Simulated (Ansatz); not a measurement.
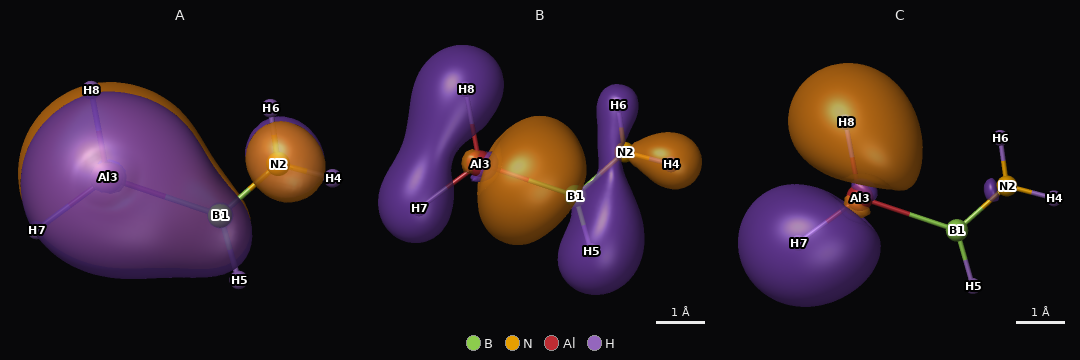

Figure. AlBH5N. Three frontier orbitals at ±0.08 Å⁻³ᐟ² (orange and purple are the two phases), in no order.

All numbers below come from RKS B3LYP-D4/def2-SVP (Ansatz 0.2.0).

```yaml
atoms:
  - { symbol: B, position_ang: [0.2145, 0.7110, -0.4447] }
  - { symbol: N, position_ang: [-0.2315, 1.4741, 0.6340] }
  - { symbol: Al, position_ang: [0.8144, -1.3199, -0.1228] }
  - { symbol: H, position_ang: [-0.5294, 2.4425, 0.5493] }
  - { symbol: H, position_ang: [0.2310, 1.2721, -1.5203] }
  - { symbol: H, position_ang: [-0.2952, 1.1274, 1.5861] }
  - { symbol: H, position_ang: [1.3604, -2.2977, -1.2591] }
  - { symbol: H, position_ang: [0.7274, -1.9440, 1.3515] }
```

### Order the three orbitals by energy and name them.

C is the HOMO−1 (−7.77 eV). Its weight (Hirshfeld) is mainly on Al3 (about 35 %), H7 (about 35 %) and H8 (about 30 %); it is symmetric in the molecular plane (an in-plane orbital: σ, lone-pair or in-plane π type). B is the HOMO (−6.68 eV). By Hirshfeld shares it lies mainly on B1 (about 35 %), Al3 (about 30 %), H5 (about 10 %) and H8 (about 10 %); it is symmetric in the molecular plane (an in-plane orbital: σ, lone-pair or in-plane π type). A is the LUMO (−1.99 eV). It lies mainly on Al3 (about 65 %), B1 (about 20 %) and N2 (about 5 %); it changes sign across the molecular plane (π type); π-antibonding (a node) across B1–N2.

### What is the HOMO–LUMO gap?

4.69 eV between the orbital energies.
